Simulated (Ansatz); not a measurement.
Al (Fm-3m, No. 225): the geometry given to an electronic-structure calculation, possibly off equilibrium.

```
CELL_PARAMETERS angstrom
4.04215 0.00000 0.00000
0.00000 4.04215 0.00000
0.00000 0.00000 4.04215
ATOMIC_POSITIONS crystal
Al 0.00000 0.00000 0.00000
Al 0.00000 0.50000 0.50000
Al 0.50000 0.00000 0.50000
Al 0.50000 0.50000 0.00000
```

**What will a dark-field STEM-like image along [210] show? Simulated incoherent Z contrast: every atom adds Z^1.7 spread by a probe of 0.52 Å full width; channelling and multiple scattering are left out. The probe carries 15 % of its weight in a tail 2.5 times as wide. Shot noise and a slight drift were added.**

The columns repeat on a rectangular net of 0.90 × 2.02 Å (plane group p2mm). All columns are alike (Al). The shortest distance between visible columns is 0.90 Å in projection. Along the beam the structure repeats every 9.04 Å.

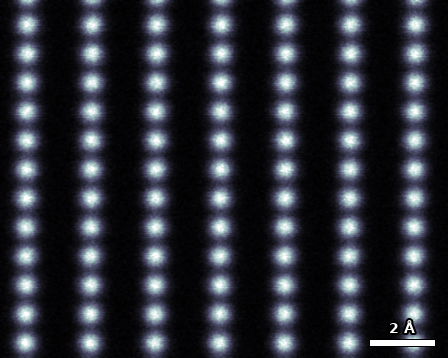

The simulated image.
